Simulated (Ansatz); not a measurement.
# SiH₃F + HBr: a complex and its separated parts, part 2 of 2

Ansatz 0.2.0, Gaussian basis. The steps go on from the part before.

## Step 13: CAM-B3LYP-D4/def2-TZVPP

The inputs:

parta/in.yaml

```yaml
crystal:
  periodic: [false, false, false]
  atoms:
    - {symbol: Si, position_ang: [-0.896122, -0.561595, 0.458965]}
    - {symbol: F, position_ang: [0.617351, -0.078397, 0.647256]}
    - {symbol: H, position_ang: [-0.947839, -1.495146, -0.690482]}
    - {symbol: H, position_ang: [-1.325919, -1.242923, 1.702491]}
    - {symbol: H, position_ang: [-1.737444, 0.630554, 0.201324]}
basis:
  gaussian: {orbitals: def2-TZVPP}
hamiltonian: {xc: {name: CAM-B3LYP}, dispersion: d4}
```

partb/in.yaml

```yaml
crystal:
  periodic: [false, false, false]
  atoms:
    - {symbol: H, position_ang: [1.873455, 1.008379, -0.614552]}
    - {symbol: Br, position_ang: [2.416616, 1.739026, -1.705001]}
basis:
  gaussian: {orbitals: def2-TZVPP}
hamiltonian: {xc: {name: CAM-B3LYP}, dispersion: d4}
```

One command serves all of them, each in its own folder.

Launch:

```sh
$ ansatz run in.yaml --threads 4 --pin off --events-out ev --progress --plain --max-ram 9574MiB
```

parta printed (excerpt; [...] marks lines left out):

```text
Functional definition: CAM-B3LYP
  name "CAM-B3LYP"
  cite "Yanai, Tew & Handy, Chem. Phys. Lett. 393, 51 (2004) doi:10.1016/j.cplett.2004.06.011"
  cite "Iikura, Tsuneda, Yanai & Hirao, J. Chem. Phys. 115, 3540 (2001) doi:10.1063/1.1383587"
  cite "Becke, Phys. Rev. A 38, 3098 (1988) doi:10.1103/PhysRevA.38.3098"
  cite "Lee, Yang & Parr, Phys. Rev. B 37, 785 (1988) doi:10.1103/PhysRevB.37.785"
[...]
  # Exact exchange under (alpha + beta erf(omega r))/r, Becke's under what is left of 1/r.
[...]
624 factors; their error is unknown
153 factors; integrals over basis functions are off by at most 1.3e-5 eV
[...]
mean field -10645.87065877 eV, -391.2285306793 hartree, gradient 5.3e-5 eV, S^2 0.000000; 0 other end points of the search recorded, 0 dependent functions left out
reference -10645.87075497 eV, -391.2285342147 hartree; 13, 13 occupied and 102, 102 virtual orbitals, 624 factors
Total energy: -10645.90891793 eV, -391.2299366776 hartree
```

Log of partb (excerpt; [...] marks lines left out):

```text
[... 6 set-up lines as earlier in the session ...]
[...]
  # Exact exchange under (alpha + beta erf(omega r))/r, Becke's under what is left of 1/r.
[...]
472 factors; their error is unknown
81 factors; integrals over basis functions are off by at most 1.2e-4 eV
[...]
mean field -70066.16345677 eV, -2574.8840144849 hartree, gradient 3.1e-5 eV, S^2 0.000000; 0 other end points of the search recorded, 0 dependent functions left out
reference -70066.16353347 eV, -2574.8840173035 hartree; 18, 18 occupied and 44, 44 virtual orbitals, 472 factors
Total energy: -70066.16901116 eV, -2574.8842186051 hartree
```

Times: 1.3 s (parta), 0.71 s (partb) on 4 threads of Intel Xeon at 2.50GHz, shared host.

## Step 14: wB97X-V/def2-TZVPP

The same edit goes into each in.yaml of step 13 (parta, partb):

```diff
-hamiltonian: {xc: {name: CAM-B3LYP}, dispersion: d4}
+hamiltonian: {xc: {name: wB97X-V}}
```

The same command starts each run, in its folder.

Launch:

```sh
$ ansatz run in.yaml --threads 4 --pin off --events-out ev --progress --plain --max-ram 9574MiB
```

Output in parta (excerpt; [...] marks lines left out):

```text
Functional definition: wB97X-V
  name "wB97X-V"
  cite "Mardirossian & Head-Gordon, Phys. Chem. Chem. Phys. 16, 9904 (2014) doi:10.1039/C3CP54374A"
[... 2 set-up lines as earlier in the session ...]
[...]
      + integral(e_c_pw_opposite_spin*poly(b97_u_opposite, cos0, cos1)) + vv10(b, c)
624 factors; their error is unknown
142 factors; integrals over basis functions are off by at most 1.1e-5 eV
[...]
mean field -10644.06756015 eV, -391.1622680275 hartree, gradient 1.8e-5 eV, S^2 0.000000; 0 other end points of the search recorded, 0 dependent functions left out
reference -10644.06755855 eV, -391.1622679686 hartree; 13, 13 occupied and 102, 102 virtual orbitals, 624 factors
Total energy: -10644.06755855 eV, -391.1622679686 hartree
```

partb printed (excerpt; [...] marks lines left out):

```text
[... 5 set-up lines as earlier in the session ...]
[...]
      + integral(e_c_pw_opposite_spin*poly(b97_u_opposite, cos0, cos1)) + vv10(b, c)
472 factors; their error is unknown
72 factors; integrals over basis functions are off by at most 1.1e-4 eV
[...]
mean field -70056.29632192 eV, -2574.5214039675 hartree, gradient 1.2e-5 eV, S^2 0.000000; 0 other end points of the search recorded, 0 dependent functions left out
reference -70056.29632086 eV, -2574.5214039284 hartree; 18, 18 occupied and 44, 44 virtual orbitals, 472 factors
Total energy: -70056.29632086 eV, -2574.5214039284 hartree
```

Wall times: 2.3 s (parta), 1.1 s (partb) on 4 threads of Intel Xeon at 2.50GHz, shared host.

## Step 15: wB97M-V/def2-TZVPP

Each input of step 14 (parta, partb) changes in the same lines:

```diff
-hamiltonian: {xc: {name: wB97X-V}}
+hamiltonian: {xc: {name: wB97M-V}}
```

Each run has its own folder and the same command.

Launch:

```sh
$ ansatz run in.yaml --threads 4 --pin off --events-out ev --progress --plain --max-ram 9574MiB
```

Log of parta (excerpt; [...] marks lines left out):

```text
Functional definition: wB97M-V
  name "wB97M-V"
  cite "Mardirossian & Head-Gordon, J. Chem. Phys. 144, 214110 (2016) doi:10.1063/1.4952647"
[... 2 set-up lines as earlier in the session ...]
  # Of w^i u^j: cxij and so on, Table III.
[...]
  gx(w, u) = 1 - cx + cx01*u + cx10*w
[...]
      + integral(e_c_pw_mod_opposite_spin*gos(b97_w_opposite, b97_u_opposite)) + vv10(b, c)
624 factors; their error is unknown
142 factors; integrals over basis functions are off by at most 1.1e-5 eV
[...]
mean field -10644.72791089 eV, -391.1865354696 hartree, gradient 2.4e-5 eV, S^2 0.000000; 0 other end points of the search recorded, 0 dependent functions left out
reference -10644.72795026 eV, -391.1865369163 hartree; 13, 13 occupied and 102, 102 virtual orbitals, 624 factors
Total energy: -10644.72795026 eV, -391.1865369163 hartree
```

Output in partb (excerpt; [...] marks lines left out):

```text
[... 5 set-up lines as earlier in the session ...]
  # Of w^i u^j: cxij and so on, Table III.
[...]
  gx(w, u) = 1 - cx + cx01*u + cx10*w
[...]
      + integral(e_c_pw_mod_opposite_spin*gos(b97_w_opposite, b97_u_opposite)) + vv10(b, c)
467 factors; their error is unknown
72 factors; integrals over basis functions are off by at most 1.1e-4 eV
[...]
mean field -70058.67557210 eV, -2574.6088397988 hartree, gradient 8.6e-6 eV, S^2 0.000000; 0 other end points of the search recorded, 0 dependent functions left out
reference -70058.67559791 eV, -2574.6088407472 hartree; 18, 18 occupied and 44, 44 virtual orbitals, 467 factors
Total energy: -70058.67559791 eV, -2574.6088407472 hartree
```

They took 2.7 s (parta), 1.3 s (partb) on 4 threads of Intel Xeon at 2.50GHz, shared host.

## Step 16: B2PLYP/def2-TZVPP

The same edit goes into each in.yaml of step 15 (parta, partb):

```diff
-hamiltonian: {xc: {name: wB97M-V}}
+hamiltonian: {xc: {name: B2PLYP}}
```

Each run has its own folder and the same command.

Launch:

```sh
$ ansatz run in.yaml --threads 4 --pin off --events-out ev --progress --plain --max-ram 9574MiB
```

Log of parta (excerpt; [...] marks lines left out):

```text
Functional definition: B2PLYP
  name "B2PLYP"
  cite "Grimme, J. Chem. Phys. 124, 034108 (2006) doi:10.1063/1.2148954"
[... 2 set-up lines as earlier in the session ...]
[...]
673 factors; integrals over basis functions are off by at most 7.6e-4 eV
[...]
mean field -10638.17838105 eV, -390.9458446873 hartree, gradient 3.6e-6 eV, S^2 0.000000; 0 other end points of the search recorded, 0 dependent functions left out
6 core orbitals not correlated: weight in the atoms' cores, before any rotation towards them, 1.000 or more for the frozen orbitals, at most 0.000 for the correlated occupied ones
reference -10638.17850644 eV, -390.9458492955 hartree; 7, 7 occupied and 102, 102 virtual orbitals, 673 factors
second order -12.40000802 eV of doubles, -0.00000000 eV of singles
Total energy: -10641.52650861 eV, -391.0688861056 hartree
```

Output in partb (excerpt; [...] marks lines left out):

```text
[... 5 set-up lines as earlier in the session ...]
[...]
399 factors; integrals over basis functions are off by at most 1.5e-3 eV
[...]
mean field -70049.78223860 eV, -2574.2820158208 hartree, gradient 1.6e-6 eV, S^2 0.000000; 0 other end points of the search recorded, 0 dependent functions left out
9 core orbitals not correlated: weight in the atoms' cores, before any rotation towards them, 1.000 or more for the frozen orbitals, at most 0.000 for the correlated occupied ones
reference -70049.78233934 eV, -2574.2820195228 hartree; 9, 9 occupied and 44, 44 virtual orbitals, 399 factors
second order -9.24619990 eV of doubles, -0.00000000 eV of singles
Total energy: -70052.27881331 eV, -2574.3737632491 hartree
```

Times: 1.6 s (parta), 0.8 s (partb) on 4 threads of Intel Xeon at 2.50GHz, shared host.

## Step 17: PBE-QIDH/def2-TZVPP

The same edit goes into each in.yaml of step 16 (parta, partb):

```diff
-hamiltonian: {xc: {name: B2PLYP}}
+hamiltonian: {xc: {name: PBE-QIDH}}
```

Each run has its own folder and the same command.

Launch:

```sh
$ ansatz run in.yaml --threads 4 --pin off --events-out ev --progress --plain --max-ram 9574MiB
```

Log of parta (excerpt; [...] marks lines left out):

```text
Functional definition: PBE-QIDH
  name "PBE-QIDH"
  cite "Brémond, Sancho-García, Pérez-Jiménez & Adamo, J. Chem. Phys. 141, 031101 (2014) doi:10.1063/1.4890314"
[... 1 set-up line as earlier in the session ...]
[...]
673 factors; integrals over basis functions are off by at most 7.6e-4 eV
[...]
mean field -10633.78434400 eV, -390.7843668042 hartree, gradient 7.1e-6 eV, S^2 0.000000; 0 other end points of the search recorded, 0 dependent functions left out
6 core orbitals not correlated: weight in the atoms' cores, before any rotation towards them, 1.000 or more for the frozen orbitals, at most 0.000 for the correlated occupied ones
reference -10633.78435379 eV, -390.7843671640 hartree; 7, 7 occupied and 102, 102 virtual orbitals, 673 factors
second order -11.59226093 eV of doubles, -0.00000000 eV of singles
Total energy: -10637.64844077 eV, -390.9263697412 hartree
```

Output in partb (excerpt; [...] marks lines left out):

```text
[... 4 set-up lines as earlier in the session ...]
[...]
399 factors; integrals over basis functions are off by at most 1.5e-3 eV
[...]
mean field -70043.31095757 eV, -2574.0442006294 hartree, gradient 9.8e-7 eV, S^2 0.000000; 0 other end points of the search recorded, 0 dependent functions left out
9 core orbitals not correlated: weight in the atoms' cores, before any rotation towards them, 1.000 or more for the frozen orbitals, at most 0.000 for the correlated occupied ones
reference -70043.31096469 eV, -2574.0442008911 hartree; 9, 9 occupied and 44, 44 virtual orbitals, 399 factors
second order -8.68132301 eV of doubles, -0.00000000 eV of singles
Total energy: -70046.20473903 eV, -2574.1505451365 hartree
```

Times: 1.4 s (parta), 0.86 s (partb) on 4 threads of Intel Xeon at 2.50GHz, shared host.

## Step 18: RPA on PBE/def2-TZVPP

The same edit goes into each in.yaml of step 17 (parta, partb):

```diff
-hamiltonian: {xc: {name: PBE-QIDH}}
+hamiltonian: {xc: pbe}
+correlation: {method: rpa}
```

One command serves all of them, each in its own folder.

Launch:

```sh
$ ansatz run in.yaml --threads 4 --pin off --events-out ev --progress --plain --max-ram 9574MiB
```

parta printed (excerpt; [...] marks lines left out):

```text
[... 4 set-up lines as earlier in the session ...]
[...]
673 factors; integrals over basis functions are off by at most 7.6e-4 eV
[...]
mean field -10639.26714430 eV, -390.9858559988 hartree, gradient 3.2e-6 eV, S^2 0.000000; 0 other end points of the search recorded, 0 dependent functions left out
6 core orbitals not correlated: weight in the atoms' cores, before any rotation towards them, 1.000 or more for the frozen orbitals, at most 0.000 for the correlated occupied ones
reference -10617.93374689 eV, -390.2018681043 hartree; 7, 7 occupied and 102, 102 virtual orbitals, 673 factors
Total energy: -10635.41345074 eV, -390.8442353727 hartree
```

Output in partb (excerpt; [...] marks lines left out):

```text
[... 4 set-up lines as earlier in the session ...]
[...]
399 factors; integrals over basis functions are off by at most 1.5e-3 eV
[...]
mean field -70052.13667450 eV, -2574.3685397443 hartree, gradient 4.3e-6 eV, S^2 0.000000; 0 other end points of the search recorded, 0 dependent functions left out
9 core orbitals not correlated: weight in the atoms' cores, before any rotation towards them, 1.000 or more for the frozen orbitals, at most 0.000 for the correlated occupied ones
reference -70014.55938829 eV, -2572.9875999468 hartree; 9, 9 occupied and 44, 44 virtual orbitals, 399 factors
Total energy: -70026.49301341 eV, -2573.4261525811 hartree
```

They took 1.6 s (parta), 0.76 s (partb) on 4 threads of Intel Xeon at 2.50GHz, shared host.

## Step 19: CCSD(T)/def2-TZVPP

The same edit goes into each in.yaml of step 18 (parta, partb):

```diff
-hamiltonian: {xc: pbe}
-correlation: {method: rpa}
+correlation: {method: ccsd_t}
```

One command serves all of them, each in its own folder.

Launch:

```sh
$ ansatz run in.yaml --threads 4 --pin off --events-out ev --progress --plain --max-ram 9574MiB
```

parta printed (excerpt; [...] marks lines left out):

```text
Functional definition: HF
  name "HF"
  cite "Fock, Z. Phys. 61, 126 (1930) doi:10.1007/BF01340294"
[... 1 set-up line as earlier in the session ...]
[...]
673 factors; integrals over basis functions are off by at most 7.6e-4 eV
[...]
mean field -10618.75677613 eV, -390.2321138710 hartree, gradient 1.8e-6 eV, S^2 0.000000; 0 other end points of the search recorded, 0 dependent functions left out
6 core orbitals not correlated: weight in the atoms' cores, before any rotation towards them, 1.000 or more for the frozen orbitals, at most 0.000 for the correlated occupied ones
reference -10618.75677613 eV, -390.2321138710 hartree; 7, 7 occupied and 102, 102 virtual orbitals, 673 factors
second order -10.40999064 eV of doubles, -0.00000000 eV of singles
cycle   1  -10.68408001 eV  change   -2.7e-1 eV  update   7.1e-2
[...]
cycle   8  -11.00760888 eV  change    1.7e-5 eV  update   1.3e-5
perturbative correction -0.28075348 eV, -0.0103175001 hartree
Total energy: -10630.04513849 eV, -390.6469535361 hartree
```

Output in partb (excerpt; [...] marks lines left out):

```text
[... 4 set-up lines as earlier in the session ...]
[...]
399 factors; integrals over basis functions are off by at most 1.5e-3 eV
[...]
mean field -70014.93831969 eV, -2573.0015254187 hartree, gradient 1.4e-6 eV, S^2 0.000000; 0 other end points of the search recorded, 0 dependent functions left out
9 core orbitals not correlated: weight in the atoms' cores, before any rotation towards them, 1.000 or more for the frozen orbitals, at most 0.000 for the correlated occupied ones
reference -70014.93831969 eV, -2573.0015254187 hartree; 9, 9 occupied and 44, 44 virtual orbitals, 399 factors
second order -7.83906940 eV of doubles, -0.00000000 eV of singles
cycle   1  -7.92765190 eV  change   -8.9e-2 eV  update   4.5e-2
[...]
cycle   7  -8.11359821 eV  change   -4.6e-6 eV  update   1.2e-5
perturbative correction -0.24160208 eV, -0.0088787126 hartree
Total energy: -70023.29351998 eV, -2573.3085733660 hartree
```

They took 3.4 s (parta), 1.1 s (partb) on 4 threads of Intel Xeon at 2.50GHz, shared host; peak memory 0.46 GiB.

## Step 20: Vibrations of SiH₃F

Input file vib-parta/in.yaml:

```yaml
crystal:
  periodic: [false, false, false]
  atoms:
    - {symbol: Si, position_ang: [-0.896122, -0.561595, 0.458965]}
    - {symbol: F, position_ang: [0.617351, -0.078397, 0.647256]}
    - {symbol: H, position_ang: [-0.947839, -1.495146, -0.690482]}
    - {symbol: H, position_ang: [-1.325919, -1.242923, 1.702491]}
    - {symbol: H, position_ang: [-1.737444, 0.630554, 0.201324]}
basis:
  gaussian: {orbitals: def2-TZVP}
hamiltonian: {xc: pbe0, dispersion: d4}
phonons: {temperatures: {t_min: 298.15, t_max: 900, t_step: 200}}
```

Launch:

```sh
$ ansatz run in.yaml --threads 4 --pin off --events-out ev --progress --plain --max-ram 9574MiB
```

Log (excerpt; [...] marks lines left out):

```text
[... 5 set-up lines as earlier in the session ...]
[...]
556 factors; their error is unknown
[...]
mean field -10640.14967572 eV, -391.0182884303 hartree, gradient 4.3e-5 eV, S^2 0.000000; 0 other end points of the search recorded, 0 dependent functions left out
[...]
Atom 2 at    -0.947839    -1.495146    -0.690482 Å, force    -0.000064     0.000741    -0.002129 eV/Å
Atom 3 at    -1.325919    -1.242923     1.702491 Å, force    -0.000189    -0.001084     0.002285 eV/Å
Atom 4 at    -1.737444     0.630554     0.201324 Å, force    -0.000129     0.000944    -0.002096 eV/Å
Dipole moment:    -0.249917    -0.079692    -0.031340 e Å
Vibrations: 722.19 722.36 880.21 955.89 956.20 987.06 2250.33 2257.75 2257.78 cm⁻¹, zero-point energy 0.743271 eV
```

Run time: 19 s. Hardware: 4 threads of Intel Xeon at 2.50GHz, shared host.

Wavenumbers and character of the modes:

| mode | wavenumber (cm⁻¹) | character |
| --- | --- | --- |
| 1 | 722 | bend |
| 2 | 722 | bend |
| 3 | 880 | Si–F stretch |
| 4 | 956 | bend |
| 5 | 956 | bend |
| 6 | 987 | bend |
| 7 | 2250 | Si–H stretch |
| 8 | 2258 | Si–H stretch |
| 9 | 2258 | Si–H stretch |

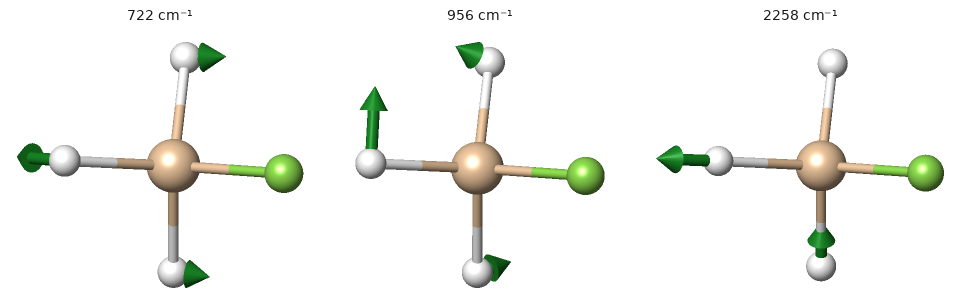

Displacements of 3 modes, as arrows.

Vibrational sums (real modes only):

| T (K) | entropy (J/mol/K) | heat capacity (J/mol/K) |
| --- | --- | --- |
| 298 | 4.3 | 14.1 |
| 498 | 16.0 | 31.8 |
| 698 | 28.8 | 43.6 |
| 898 | 40.8 | 51.7 |

## Step 21: Vibrations of HBr

Input file vib-partb/in.yaml:

```yaml
crystal:
  periodic: [false, false, false]
  atoms:
    - {symbol: H, position_ang: [1.873455, 1.008379, -0.614552]}
    - {symbol: Br, position_ang: [2.416616, 1.739026, -1.705001]}
basis:
  gaussian: {orbitals: def2-TZVP}
hamiltonian: {xc: pbe0, dispersion: d4}
phonons: {temperatures: {t_min: 298.15, t_max: 900, t_step: 200}}
```

Launch:

```sh
$ ansatz run in.yaml --threads 4 --pin off --events-out ev --progress --plain --max-ram 9574MiB
```

Log (excerpt; [...] marks lines left out):

```text
[... 5 set-up lines as earlier in the session ...]
[...]
457 factors; their error is unknown
[...]
mean field -70054.57278216 eV, -2574.4580650495 hartree, gradient 2.1e-5 eV, S^2 0.000000; 0 other end points of the search recorded, 0 dependent functions left out
[...]
reference -70054.57271776 eV, -2574.4580626826 hartree; 18, 18 occupied and 36, 36 virtual orbitals, 457 factors
Total energy: -70054.57831875 eV, -2574.4582685156 hartree
Atom 0 at     1.873455     1.008379    -0.614552 Å, force    -0.000031    -0.000042     0.000063 eV/Å
Atom 1 at     2.416616     1.739026    -1.705001 Å, force     0.000031     0.000042    -0.000063 eV/Å
Dipole moment:    -0.075837    -0.102014     0.152251 e Å
Vibrations: 2667.49 cm⁻¹, zero-point energy 0.165363 eV
```

It took 5 s on 4 threads of Intel Xeon at 2.50GHz, shared host.

The modes, with what each moves most:

| mode | wavenumber (cm⁻¹) | character |
| --- | --- | --- |
| 1 | 2667 | Br–H stretch |

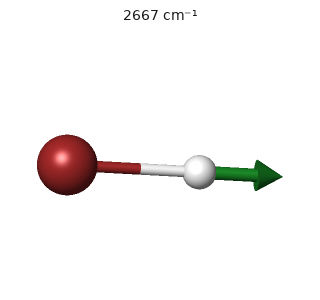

How the atoms move in 1 of the modes.

Vibrational sums (real modes only):

| T (K) | entropy (J/mol/K) | heat capacity (J/mol/K) |
| --- | --- | --- |
| 298 | 0.0 | 0.0 |
| 498 | 0.0 | 0.2 |
| 698 | 0.2 | 1.0 |
| 898 | 0.6 | 2.2 |

## Step 22: Complex less separated parts

The complex's own energies come from single points at the same levels.

Rows are in def2-TZVPP; times add the 3 runs of a level on a shared host, so small differences are noise.

Differences are taken before rounding.

| method | rung | complex less parts (eV) | from CCSD(T) (eV) | time |
| --- | --- | --- | --- | --- |
| SPW92 | LDA | -0.182 | -0.078 | 2 s |
| PBE-D4 | GGA | -0.133 | -0.029 | 3.9 s |
| BLYP-D4 | GGA | -0.127 | -0.023 | 4.2 s |
| r2SCAN-D4 | meta-GGA | -0.114 | -0.010 | 8.2 s |
| B97M-V | meta-GGA | -0.106 | -0.002 | 13 s |
| PBE0-D4 | hybrid | -0.123 | -0.019 | 7 s |
| B3LYP-D4 | hybrid | -0.127 | -0.023 | 6.3 s |
| r2SCAN0-D4 | hybrid | -0.112 | -0.009 | 9 s |
| BHLYP-D4 | hybrid | -0.130 | -0.026 | 5.8 s |
| CAM-B3LYP-D4 | range-separated hybrid | -0.134 | -0.030 | 5.3 s |
| wB97X-V | range-separated hybrid | -0.113 | -0.009 | 10 s |
| wB97M-V | range-separated hybrid | -0.111 | -0.007 | 11 s |
| B2PLYP | double hybrid | -0.095 | +0.009 | 6.9 s |
| PBE-QIDH | double hybrid | -0.099 | +0.005 | 6.3 s |
| RPA on PBE | RPA | -0.084 | +0.020 | 6.5 s |
| Hartree-Fock | wavefunction | -0.041 | +0.063 |  |
| MP2 | wavefunction | -0.112 | -0.008 |  |
| CCSD | wavefunction | -0.093 | +0.011 |  |
| CCSD(T) | wavefunction | -0.104 | 0 | 48 s |

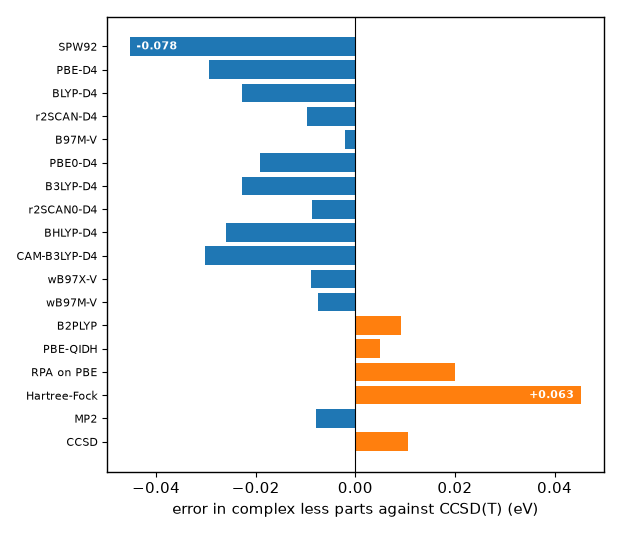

Error of each method against CCSD(T). Bars with a number in them are cut short.

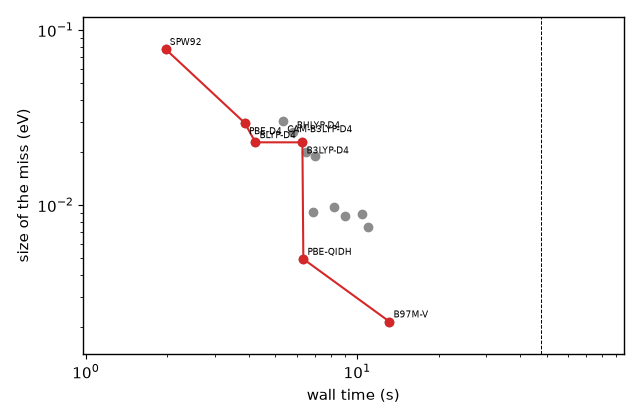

Miss against cost. Red marks the levels that no quicker level drawn beats (of those quicker than the yardstick), and the dashed line is the time of CCSD(T). Only those levels and the largest misses are named. Times are from a shared host.

For cost: B97M-V gets within 0.002 eV in 13 s, where CCSD(T) took 48 s; the quickest level in the cost chart, SPW92, takes 2 s and misses by 0.078 eV.

The complex's zero-point energy, from a separate PBE0-D4 run, is 0.941 eV.

## Step 23: Outcome

This closing draws on all 2 parts.

| quantity | value |
| --- | --- |
| complex less parts, CCSD(T)/def2-TZVPP | -0.104 eV |
| with zero-point energy | -0.071 eV |
| largest T1 diagnostic | 0.011 |

What this shows: At CCSD(T) the complex lies 0.104 eV below its parts. The functionals run from B97M-V, off by -0.002 eV, to SPW92, off by -0.078 eV, against CCSD(T). By rung, the mean size of the error is: LDA 0.078, GGA 0.026, meta-GGA 0.006, hybrid 0.019, range-separated hybrid 0.016, double hybrid 0.007 eV. The double hybrids carry no dispersion term here, unlike the levels marked D4 or V. PBE-D4 gives a relative energy 0.029 eV too low, an error of 28 % of the reference. The complex's frequency run has imaginary modes: the structure is no minimum, so both the energy and the zero-point correction are in doubt. No counterpoise was applied, and triple zeta lacks some correlation, so the CCSD(T) reference has a basis error of its own, and close matches with it are partly luck.
